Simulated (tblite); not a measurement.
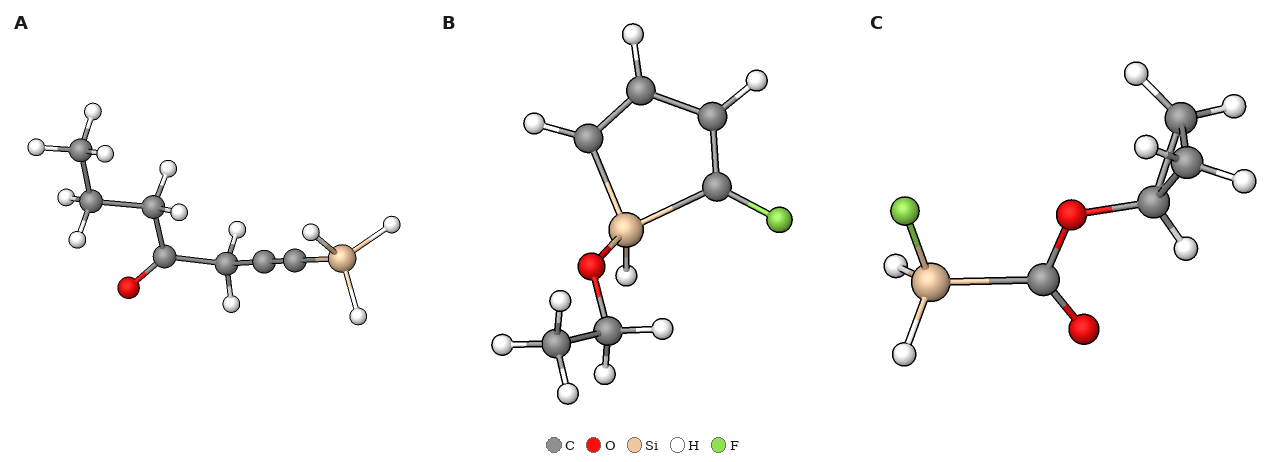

Figure made from data computed with tblite.

```xyz
18
charge 0, multiplicity 1
C     3.1641    0.4535    0.3319
C     2.0473   -0.3672   -0.2916
O     0.8531   -0.1307    0.4133
Si   -0.6040   -0.7960    0.2346
C    -1.8301    0.1048    1.3351
C    -2.8150    0.6159    0.5885
C    -2.7222    0.4476   -0.8547
C    -1.6427   -0.2260   -1.2606
F    -1.3996   -0.4708   -2.5688
H     4.0969    0.2704   -0.1940
H     2.9225    1.5113    0.2741
H     3.2841    0.1823    1.3775
H     1.9085   -0.0895   -1.3420
H     2.2867   -1.4357   -0.2493
H    -0.5966   -2.2586    0.3039
H    -1.8306    0.1794    2.4079
H    -3.6588    1.1559    0.9943
H    -3.4724    0.8597   -1.5115
```

> Which picture belongs to the input above?

B. The file holds C6H9FOSi, `CCO[Si@H]1C=CC=C1F`.
